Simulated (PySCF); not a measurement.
# PH3 (phosphine) at CCSD(T)/6-31G

What is the vertical ionisation energy of PH3 (phosphine) at CCSD(T)/6-31G? The job is set up through a Python script.

The results are computed with PySCF 2.14.0.

5 further runs of the same task are left out: 5 set aside as unsound or not needed.

### Step 1. Starting point

PH3: 4 atoms, total charge 0, spin state singlet. As SMILES, `P`. The coordinates come from a PBE0-D4/def2-TZVP relaxation.

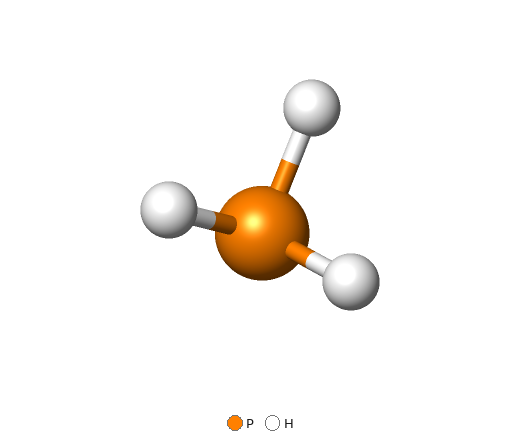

Viewed from a chosen angle; phosphorus orange, hydrogen white.

### Step 2. The energy at CCSD(T)/6-31G

job.py

```python
from pyscf import gto, scf, cc

mol = gto.M(
    atom=[
    ('P', (0.346000, -0.326500, -0.332800)),
    ('H', (0.630900, -0.034000, 1.027000)),
    ('H', (-1.005500, -0.663000, -0.057200)),
    ('H', (0.028700, 1.023500, -0.636900)),
],
    spin=0,
    max_memory=1860,
    verbose=3,
    basis='6-31g',
)

hf = scf.RHF(mol)
hf.conv_tol = 1e-10
hf.kernel()
if not hf.converged:
    hf = hf.newton().run(hf.mo_coeff, hf.mo_occ)

mycc = cc.CCSD(hf, frozen=5)
mycc.kernel()
e_t = mycc.ccsd_t()
e_tot = mycc.e_tot + e_t
print('Final energy', e_tot)
```

On the command line:

```bash
OMP_NUM_THREADS=1 python job.py
```

The program printed:

```text
converged SCF energy = -342.395714304115
E(CCSD) = -342.4806754034088  E_corr = -0.08496109929343947
CCSD(T) correction = -0.000773627650722831
Final energy -342.4814490310596
```

Wall time 0.92 s (1 thread of Arm Neoverse N1, shared host); peak memory 0.1 GiB.

### Step 3. The doublet cation

geometry.xyz

```xyz
4
H3P
P      0.346000    -0.326500    -0.332800
H      0.630900    -0.034000     1.027000
H     -1.005500    -0.663000    -0.057200
H      0.028700     1.023500    -0.636900
```

job.py

```python
from pyscf import gto, cc

molecule = gto.M(
    atom='geometry.xyz',
    spin=1,
    verbose=3,
    max_memory=1860,
    charge=1,
    basis='6-31g',
)

calc0 = molecule.UHF()
calc0.conv_tol = 1e-10
calc0.kernel()
if not calc0.converged:
    calc0 = calc0.newton().run(calc0.mo_coeff, calc0.mo_occ)

mycc = cc.CCSD(calc0, frozen=5)
mycc.kernel()
e_t = mycc.ccsd_t()
etot = mycc.e_tot + e_t
print('E = %.10f Eh' % etot)
```

On the command line:

```bash
OMP_NUM_THREADS=1 python job.py
```

The program printed:

```text
converged SCF energy = -342.045728447206  <S^2> = 0.75552192  2S+1 = 2.0055143
E(UCCSD) = -342.1215835041468  E_corr = -0.07585505694108416
UCCSD(T) correction = -0.000659896120296771
E = -342.1222434003 Eh
```

Run time: 1.2 s. Hardware: 1 thread of Arm Neoverse N1, shared host; peak memory 0.12 GiB.

### Step 4. Results

At CCSD(T)/6-31G, 5 core orbitals frozen:

| quantity | value |
| --- | --- |
| singlet PH3: total energy | -342.48145 Eh |
| singlet PH3: dipole moment (Hartree–Fock density) | 1.22 D |
| singlet PH3: HOMO energy (Hartree–Fock orbitals) | -10.53 eV |
| singlet PH3: LUMO energy (Hartree–Fock orbitals) | 4.57 eV |
| singlet PH3: HOMO–LUMO gap (Hartree–Fock orbitals) | 15.10 eV |
| singlet PH3: correlation energy (5 core orbitals frozen) | -85.7 mEh |
| singlet PH3: (T) correction | -0.77 mEh |
| singlet PH3: T1 diagnostic | 0.006 |
| doublet cation: total energy | -342.12224 Eh |
| doublet cation: HOMO energy (Hartree–Fock orbitals) (highest over α and β) | -21.13 eV |
| doublet cation: LUMO energy (Hartree–Fock orbitals) (lowest over α and β) | -8.61 eV |
| doublet cation: correlation energy (5 core orbitals frozen) | -76.5 mEh |
| doublet cation: (T) correction | -0.66 mEh |
| doublet cation: ⟨S²⟩ of the reference determinant | 0.756 |
| doublet cation: T1 diagnostic | 0.006 |
| vertical ionisation energy (to the doublet cation) | 9.774 eV |

What this shows: Removing an electron at fixed nuclei costs 9.77 eV (225 kcal/mol). The triples (singlet PH3) make up 0.9 % of the correlation energy. The triples (doublet cation) make up 0.9 % of the correlation energy.
